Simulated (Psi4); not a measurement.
**A workflow on CH4Si (SMILES C=[SiH2])**

Aim: a structure relaxation (r2SCAN-3c/def2-mTZVPP), then the harmonic vibrations, then a single-point energy (DLPNO-CCSD(T)/cc-pVTZ) of CH4Si. 

The results are computed with Psi4 1.11.

## Step 1: The system as given

The species is CH4Si (6 atoms), typed as a singlet with charge 0. SMILES: `C=[SiH2]`. Geometry: a GFN2-xTB relaxation, a rough one for these elements and not checked as a minimum. The run starts from this shape.

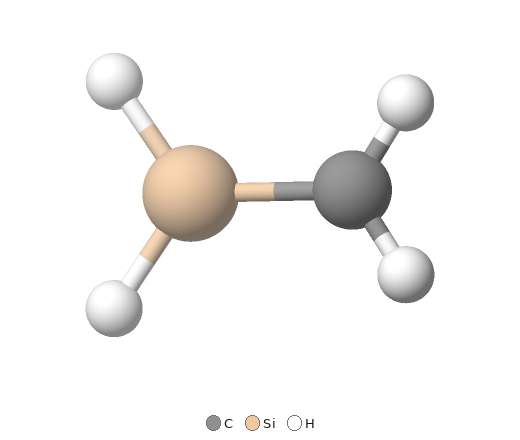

The structure, seen from a chosen angle (carbon grey, silicon light orange, hydrogen white).

## Step 2: A structure relaxation at r2SCAN-3c/def2-mTZVPP (density fitting) (run 1)

ch4si.in

```
memory 1600 mb

molecule {
  C     -0.738690    -0.547160    -0.265100
  Si     0.611270     0.451760     0.218260
  H     -1.408510    -0.996610     0.448130
  H     -0.962920    -0.758160    -1.296740
  H      0.952980     0.765970     1.600750
  H      1.545870     1.084200    -0.705300
  units angstrom
}

set reference rks
set geom_maxiter 60

optimize("r2scan-3c")
```

Command:

```bash
psi4 ch4si.in ch4si.out -n 1
```

ch4si.out:

```text
Psi4 1.11 release

gradient() will perform analytic gradient computation.

   => Loading Basis Set <=

    Name: DEF2-MTZVPP
    Role: ORBITAL
    Keyword: BASIS

   => R2SCAN3C: Empirical Dispersion <=

        a1 =       0.420000
        a2 =       5.650000
       alp =      16.000000
        s6 =       1.000000
        s8 =       0.000000
        s9 =       2.000000
        ga =       2.000000
        gc =       1.000000
        wf =       6.000000

[... 192 lines left out ...]
    Final Occupation by Irrep:
[... 336 lines left out ...]
    One-Electron Energy =                -556.5814159158605889
[... 255 lines left out ...]
    VV10 Nonlocal Energy =                  0.0000000000000000
[... 263 lines left out ...]
 Dipole Z            :          0.2908628           -0.2168470            0.0740158
[... 365 lines left out ...]
	  Convergence Criteria     1.00e-06 *    3.00e-04 *             o    1.20e-03 *             o
[... 14 lines left out ...]
    Final optimized geometry and variables:
    Molecular point group: c1
    Full point group: C1

    Geometry (in Angstrom), charge = 0, multiplicity = 1:

    C           -0.906035543499    -0.670647165132    -0.324529419924
    SI           0.412344014144     0.305139749204     0.147669273211
    H           -1.578934831980    -1.122014792146     0.397492167782
    H           -1.127016748138    -0.879796124097    -1.366275217802
    H            0.716726074987     0.593648598724     1.563516954121
    H            1.330686922062     0.922853509871    -0.829873299724

    Psi4 run time: 0:00:42.08

[set-up sections that repeat, and orbital energies of the middle runs, are left out above]
```

The script printed:

```text
Optimizer: Optimization complete!
```

Wall time 44 s (1 thread of Intel Xeon Platinum 8259CL at 2.50GHz (Skylake/Cascade Lake), shared host); peak memory 0.81 GiB.

Step by step:

```csv
step,energy from the first frame kept (eV),largest force (eV/Å)
0,0.0000,1.4795
1,-0.0469,0.2193
2,-0.0482,0.0836
3,-0.0485,0.0050
4,-0.0485,0.0028
```

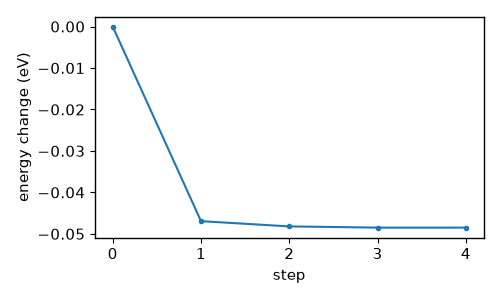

Energy along the run.

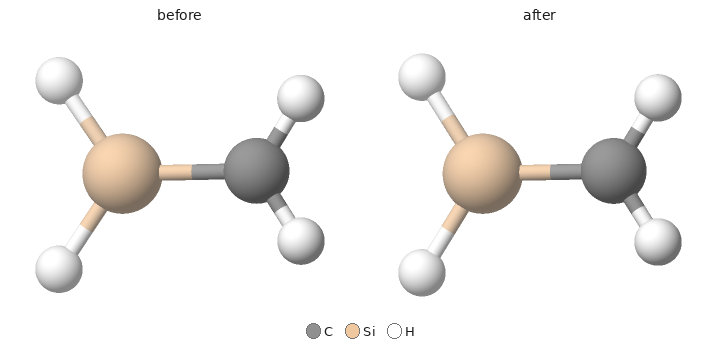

Before and after, at one scale.

After the run. Bond lengths: C1–Si2 1.707 Å, C1–H3 1.085 Å, C1–H4 1.085 Å, Si2–H5 1.477 Å, Si2–H6 1.477 Å. Angles: C1–Si2–H5 122.4°, C1–Si2–H6 122.4°, Si2–C1–H3 122.2°, Si2–C1–H4 122.2°, H5–Si2–H6 115.1°, H3–C1–H4 115.6°.

## Step 3: The harmonic vibrations at r2SCAN-3c/def2-mTZVPP (density fitting) (run 2)

calc.py

```python
import psi4

psi4.set_memory('1600 MB')
psi4.set_num_threads(1)
psi4.set_output_file('ch4si.out', False)

geom = psi4.geometry("""
0 1
C
Si 1 1.706827
H 1 1.085284 2 122.18325
H 1 1.08527 3 115.60758 2 -179.94978
H 2 1.476655 1 122.42374 4 179.95059
H 2 1.476656 5 115.1388 1 179.95775
symmetry c1
""")

psi4.set_options(dict(reference='rks', t=600.0, rotational_symmetry_number=2))

E, wfn = psi4.frequency('r2scan-3c', molecule=geom, return_wfn=True)
print(f'total energy {E:.8f} hartree = {E * 27.211386:.5f} eV')
print('wavenumbers / cm^-1:', wfn.frequencies().np.round(1))
```

Command:

```bash
python calc.py
```

ch4si.out:

```text
Psi4 1.11 release

         ----------------------------------------------------------
                                   FINDIF
         ----------------------------------------------------------

[... 859 lines left out ...]
   @DF-RKS iter   3:  -329.86366909424544   -1.42286e+00   2.89044e-03 ADIIS/DIIS
[... 1189 lines left out ...]
   @DF-RKS iter   6:  -329.89928977937643   -2.41536e-04   5.58717e-05 DIIS
[... 1152 lines left out ...]
   @DF-RKS iter  11:  -329.89929659040530   -4.54747e-13   3.58330e-09 DIIS
[... 1082 lines left out ...]
    Weights Tolerance      =       1.00E-15
[... 1302 lines left out ...]
    Translational S                         40.746 [cal/(mol K)]      170.480 [J/(mol K)]       0.06493234 [mEh/K] (mol. weight = 44.0082 [u], P = 101325.00 [Pa])
[... 58 lines left out ...]
[set-up sections that repeat, and orbital energies of the middle runs, are left out above]
```

Standard output:

```text
Warning: used thermodynamics relations inappropriate for low-frequency modes: ['449.2091' '480.8026']
total energy -329.89929975 hartree = -8977.01719 eV
wavenumbers / cm^-1: [ 449.2  480.8  741.4  777.1  841.1  939.   997.2 1394.6 2266.  2288.
 3152.4 3248. ]
```

It took 5.2 min on 1 thread of Intel Xeon Platinum 8259CL at 2.50GHz (Skylake/Cascade Lake), shared host; peak memory 0.8 GiB.

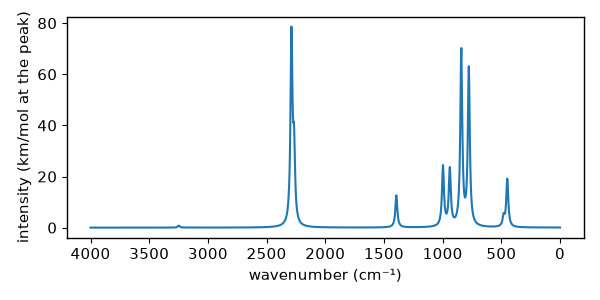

Harmonic infrared spectrum, unscaled, lines broadened by 10 cm⁻¹.

## Step 4: The energy at DLPNO-CCSD(T)/cc-pVTZ (density fitting, density fitting for correlation) (run 3)

ch4si.inp

```
memory 1600 mb

molecule {
  0 1
  C
  Si 1 r2
  H 1 r3 2 a3
  H 1 r4 3 a4 2 d4
  H 2 r5 1 a5 4 d5
  H 2 r6 5 a6 1 d6

  r2 = 1.706827
  r3 = 1.085284
  a3 = 122.18325
  r4 = 1.08527
  a4 = 115.60758
  d4 = -179.94978
  r5 = 1.476655
  a5 = 122.42374
  d5 = 179.95059
  r6 = 1.476656
  a6 = 115.1388
  d6 = 179.95775
  symmetry c1
}

set scf_type df
set freeze_core true

result = energy('dlpno-ccsd(t)/cc-pVTZ')
print_variables()
```

Command:

```bash
psi4 -n 1 ch4si.inp ch4si.out
```

ch4si.out:

```text
Psi4 1.11 release

   => Loading Basis Set <=

    Name: CC-PVTZ
    Role: ORBITAL
    Keyword: BASIS

         ---------------------------------------------------------
                                   SCF
                              RHF Reference
                        1 Threads,   1525 MiB Core
         ---------------------------------------------------------

  ==> Geometry <==

    Molecular point group: c1
    Full point group: C1

    Geometry (in Angstrom), charge = 0, multiplicity = 1:

[... 135 lines left out ...]
  @DF-RHF Final Energy:  -329.08636104213258
[... 199 lines left out ...]
  ==> Forming Pair Natural Orbitals (for LMP2) <==
[... 113 lines left out ...]
    PNO truncation energy = -0.000344913577
[... 83 lines left out ...]
  DLPNO convergence set to NORMAL.
[... 123 lines left out ...]
  "DLPNO PNO TRUNCATION ERROR"      =>      -0.000344913577
[... 15 lines left out ...]
  "SCF TOTAL ENERGY"                =>    -329.086361042133
[... 2 lines left out ...]
  Array Variable Map:
  ----------------------------------------------------------------------------
  "CURRENT DIPOLE"                  =>       0.000162796222 ... 0.413576002399 1 by 3
  "SCF DIPOLE"                      =>       0.000162796222 ... 0.413576002399 1 by 3
  "SCF TOTAL ENERGIES"              =>    -328.394778095368 ... -329.086361042133 1 by 12

    Psi4 run time: 0:01:02.85
```

It took 65 s on 1 thread of Intel Xeon Platinum 8259CL at 2.50GHz (Skylake/Cascade Lake), shared host; peak memory 0.58 GiB.

## Step 5: Results

| quantity | value |
| --- | --- |
| run 1, r2SCAN-3c/def2-mTZVPP: total energy at the end | -329.89930 Eh |
| run 1, r2SCAN-3c/def2-mTZVPP: dipole moment | 0.68 D |
| run 1, r2SCAN-3c/def2-mTZVPP: HOMO energy | -5.81 eV |
| run 1, r2SCAN-3c/def2-mTZVPP: LUMO energy | -1.87 eV |
| run 1, r2SCAN-3c/def2-mTZVPP: HOMO–LUMO gap | 3.94 eV |
| run 2, r2SCAN-3c/def2-mTZVPP: lowest harmonic wavenumber | 449 cm⁻¹ |
| run 2, r2SCAN-3c/def2-mTZVPP: highest harmonic wavenumber | 3248 cm⁻¹ |
| run 2, r2SCAN-3c/def2-mTZVPP: zero-point energy | 105.1 kJ/mol |
| run 2, r2SCAN-3c/def2-mTZVPP: ideal-gas entropy at 600 K (symmetry number 2 as used) | 70.4 cal/(mol K) |
| run 3, DLPNO-CCSD(T)/cc-pVTZ: total energy | -329.42724 Eh |
| run 3, DLPNO-CCSD(T)/cc-pVTZ: HOMO energy (Hartree–Fock orbitals) | -8.52 eV |
| run 3, DLPNO-CCSD(T)/cc-pVTZ: LUMO energy (Hartree–Fock orbitals) | 2.10 eV |
| run 3, DLPNO-CCSD(T)/cc-pVTZ: HOMO–LUMO gap (Hartree–Fock orbitals) | 10.62 eV |
| run 3, DLPNO-CCSD(T)/cc-pVTZ: correlation energy (6 core orbitals frozen) | -340.9 mEh |
| run 3, DLPNO-CCSD(T)/cc-pVTZ: (T) correction | -14.48 mEh |
| run 3, DLPNO-CCSD(T)/cc-pVTZ: T1 diagnostic | 0.014 |

The optimisation (run 1, r2SCAN-3c/def2-mTZVPP) took 5 steps and changed the energy by -0.048 eV. All 12 modes are real, so the shape is a minimum at this level. The triples (run 3, DLPNO-CCSD(T)/cc-pVTZ) make up 4.2 % of the correlation energy.
